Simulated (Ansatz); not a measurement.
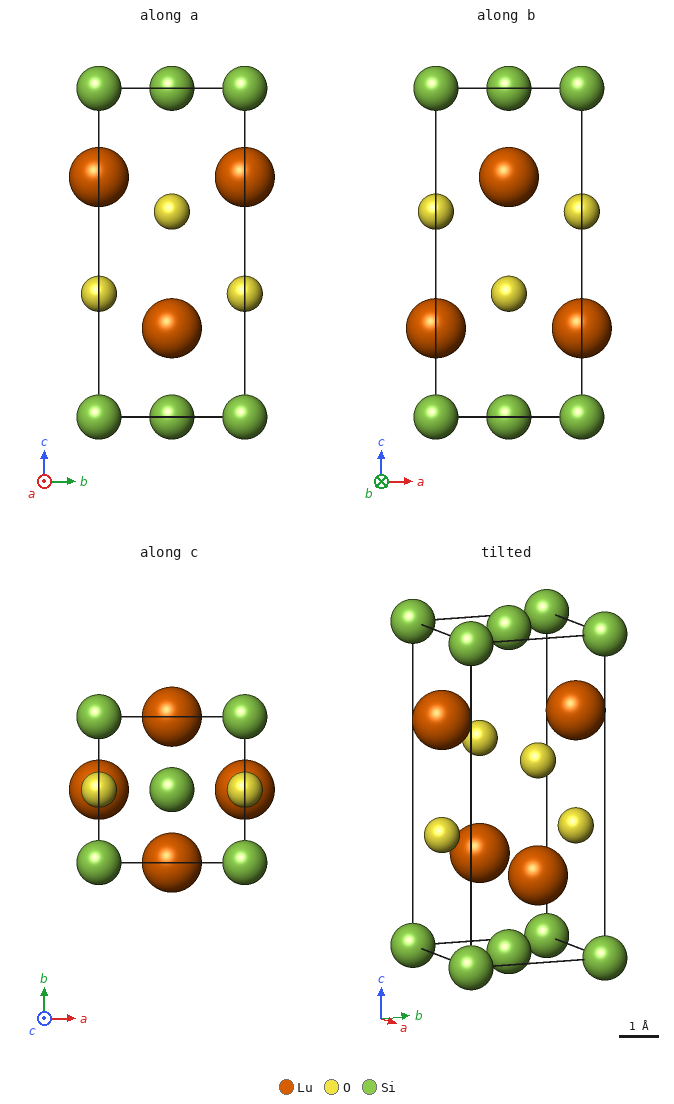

Structure drawing (spheres-only), viewed along the a axis, along the b axis, along the c axis and slightly off an axis. Atoms at the boundary of the conventional unit cell (the box) are drawn once for each face, edge or corner they touch.

Lattice parameters: a = 3.7577 Å, b = 3.7577 Å, c = 8.4656 Å, α = 90.000°, β = 90.000°, γ = 90.000°.

Record the structure as a CIF with its space group and independent sites, with free fractional coordinates to two decimals.

Answer.
```cif
data_structure
_symmetry_space_group_name_H-M 'P 4/n m m :1'
_symmetry_Int_Tables_number 129
_cell_length_a 3.7577
_cell_length_b 3.7577
_cell_length_c 8.4656
_cell_angle_alpha 90.000
_cell_angle_beta 90.000
_cell_angle_gamma 90.000
_cell_volume 119.54
loop_
_atom_site_label
_atom_site_type_symbol
_atom_site_symmetry_multiplicity
_atom_site_Wyckoff_symbol
_atom_site_fract_x
_atom_site_fract_y
_atom_site_fract_z
_atom_site_occupancy
Lu1 Lu 2 c 0.00 0.50 0.27 1
O1 O 2 c 0.00 0.50 0.6250 1
Si1 Si 2 a 0.00 0.00 0.00 1
```

About the cell: it is a generated cell, made by putting these elements into a known structure type (the compound may or may not exist in this form), and it is unrelaxed. A calculation with Ansatz used it as input.

At this level of theory the cell isn't at rest (stretched, at -18 GPa and forces up to 4.0 eV/Å), so its distances can differ from those at equilibrium, the more so the softer the solid.
